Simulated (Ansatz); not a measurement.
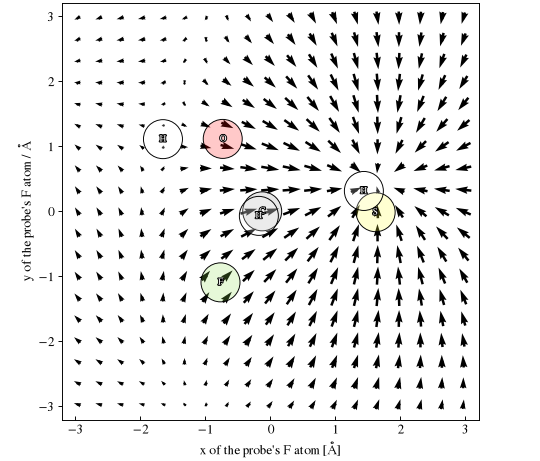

CH₃FOS (SMILES OC(F)S) with the probe F-. 
- The probe is moved over a plane parallel to the molecule's main plane, 3.68 Å above it.
- The first coordinate is: x of the probe's F atom; the second: y of the probe's F atom.
- Nothing is relaxed (molecule and probe rigid).
- The grid has 19 × 19 points.
- These are results of RHF/def2-SVPD in Ansatz 0.2.0, not measurements.

Drawn: dots at the grid points, arrows along the force (downhill), their lengths compressed, labelled circles for the molecule's atoms, projected on the plane.

**The arrows alone are given. Where is the energy lowest?**

The arrows converge at about x of the probe's F atom = 1.62 Å, y of the probe's F atom = 0.44 Å (read from the interpolated surface).

The energy map of the same scan:

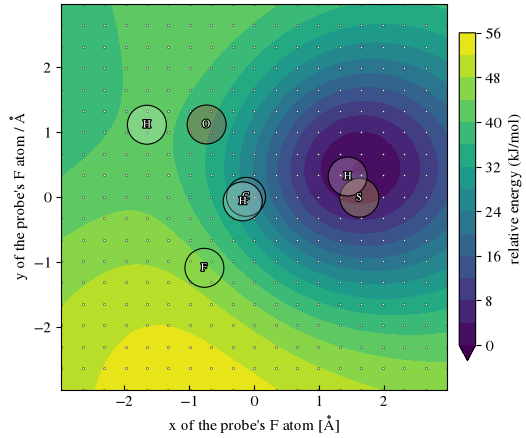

Energies are in kJ/mol, from the lowest grid point; between grid points the surface is interpolated.
